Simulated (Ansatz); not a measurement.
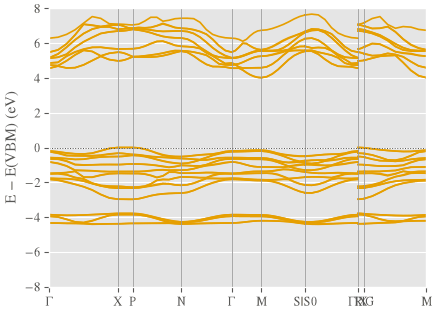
Figure: Band structure from plane-wave PAW r²SCAN with spin–orbit coupling (Ansatz code)

Q: Read off the gap and where the band edges lie.

A: About 4.0 eV (4.02 eV by a search for the band edges); maximum at X, minimum at M.

The material is Ba2ScO3F in space group I4mm (No. 107; Pearson symbol tI14).

The workflow started from a Materials Project entry (that database holds measured and hypothetical structures alike); the Crystallography Open Database copy checked does not list it. Whether it is the stable phase at ambient conditions was not checked. The cell was relaxed with r²SCAN under the symmetry of its start; whether a distortion lowers the energy is not shown. The run is not spin-polarised.

Potentials: the later of the program's two PAW sets.
